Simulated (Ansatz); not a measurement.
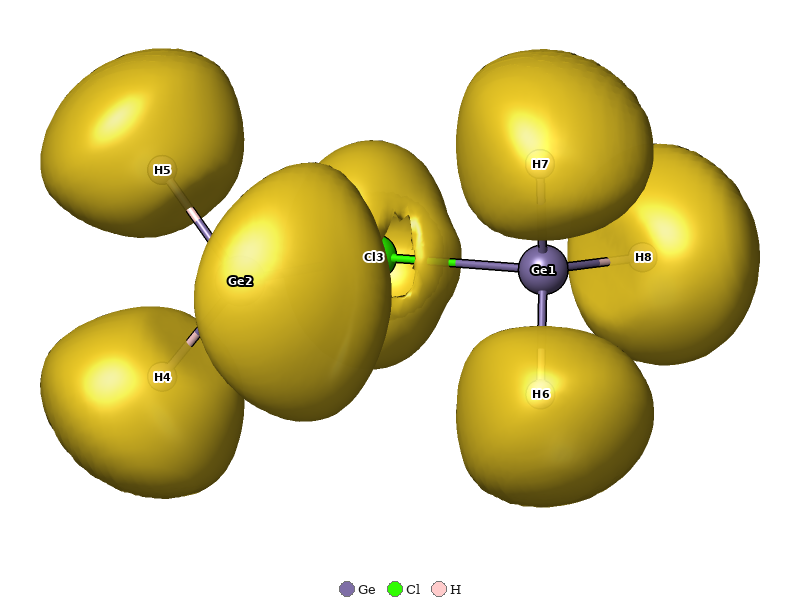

*ClGe2H5. Isosurface of the ELF at 0.8 (yellow), seen across its widest extent. Core shells and regions of very low density are left out.*

The product side of a reaction path; geometry: PBE0-D4/def2-TZVP.

The calculation used RKS PBE0-D4/def2-TZVPP in Ansatz 0.2.0.

```xyz
8

Ge    0.0144   -0.6652    1.4331
Ge   -0.4248    1.3010   -1.4163
Cl    0.7475   -0.8931   -0.6250
H    -0.9458    0.4830   -2.6744
H     0.9390    1.6848   -2.1352
H    -1.5077   -0.6858    1.3275
H     0.5896    0.6597    1.9255
H     0.5878   -1.8844    2.1647
```

### Where are the electrons localised?

At this value the surface marks out five regions around hydrogen nuclei, one lobe on Ge, pointing away from the bonds (lone pairs) and one region wrapped around Cl (its valence shell). Along the contacts the grid gives the following. Ge–Cl (2.20 Å): the ELF peaks at about 0.85 in the valence shell of Cl, 0.8 Å from its nucleus, and is about 0.70 at the midpoint. Ge–H (1.53 Å): the ELF climbs to about 1 towards the hydrogen.
